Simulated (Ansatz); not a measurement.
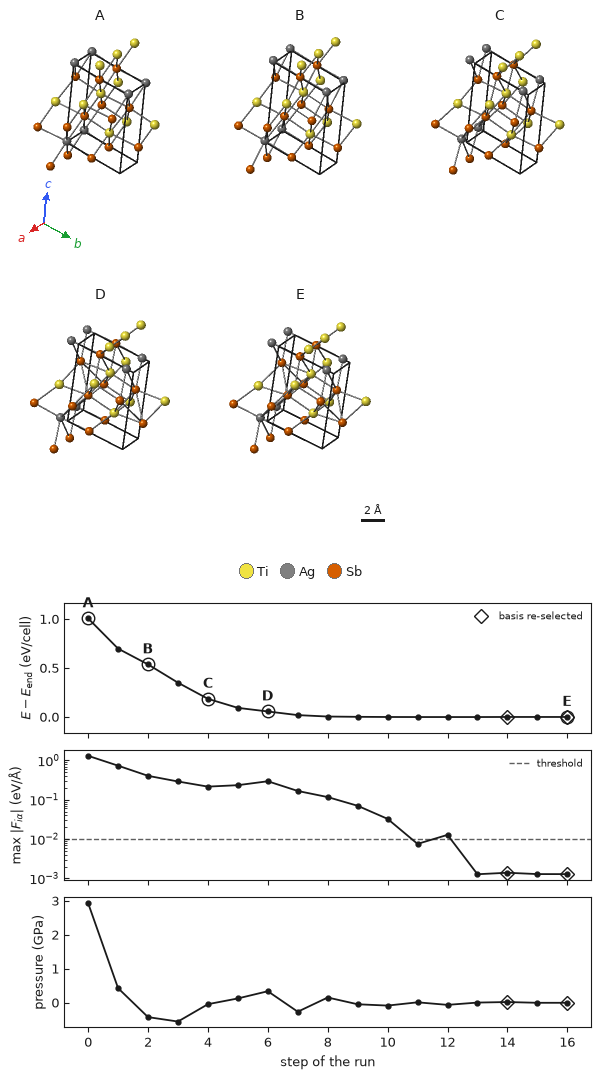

Frames of a relaxation of a crystal of Ti2AgSb3 (built on the Li2TiO3-71 type type), marked on the history of the run. The picture is a ball-and-stick view of the cell of the calculation, reduced to other axes, seen slightly off an axis. Lengths and directions refer to the drawn axes.

Case: shaken.

Method: DFT, PBEsol, plane waves, PAW in Ansatz 0.2.0. (plane-wave cutoff 420 eV; k-point mesh 6 × 6 × 6; occupations fermi dirac; smearing width 0.05 eV; no spin polarisation; cell and atoms relaxed; force threshold 0.01 eV/Å; at most 120 steps)

Describe the path.

Answer. The atom that moves furthest relative to the cell is the Ag atom (0.75 Å roughly along −b). By element the largest moves are Ag 0.75 Å, Ti 0.69 Å, Sb 0.56 Å. The volume changes by −4.7 %, with a 3.870 → 3.691 Å (−4.6 %), b 5.560 → 5.534 Å (−0.5 %), c 6.909 → 6.640 Å (−3.9 %), α 113.4° → 106.5°, β 104.7° → 106.1°, γ 91.7° → 90.0°. Near-neighbour distances that change, for instance: Sb–Sb 3.874 → 3.214 Å, Ag–Sb 2.794 → 3.131 Å, Sb–Ti 2.566 → 2.845 Å, Ag–Sb 2.747 → 2.972 Å. Bond angles that change, for instance: Ti–Sb–Ti 177.6° → 137.6°, Ti–Sb–Ti 176.3° → 137.6°, Sb–Ag–Sb 177.8° → 140.2°. The space group (tolerance 0.01 Å) goes from P1 (No. 1) to Cm (No. 8). The energy falls by 1.007 eV per cell of the calculation in 14 accepted moves (16 points after the start). Largest force component: 1.3 eV/Å at the start, 0.0013 eV/Å at the end. The pressure goes from 2.93 to 0.00 GPa. The SCF was repeated twice at an unchanged geometry on a basis and grid sized afresh for the cell, which shifted the energy by 0.8 meV per cell of the calculation at most. From step 0 to 2: a Ti atom moves most (0.25 Å), volume +2.0 %, energy −0.471 eV per cell of the calculation. From step 2 to 4: the Ag atom moves most (0.36 Å), volume −3.7 %, energy −0.351 eV per cell of the calculation. From step 4 to 6: the Ag atom moves most (0.17 Å), volume −2.7 %, energy −0.129 eV per cell of the calculation. From step 6 to 16: Ti and Sb atoms move most (0.09 Å), volume −0.2 %, energy −56.1 meV per cell of the calculation.
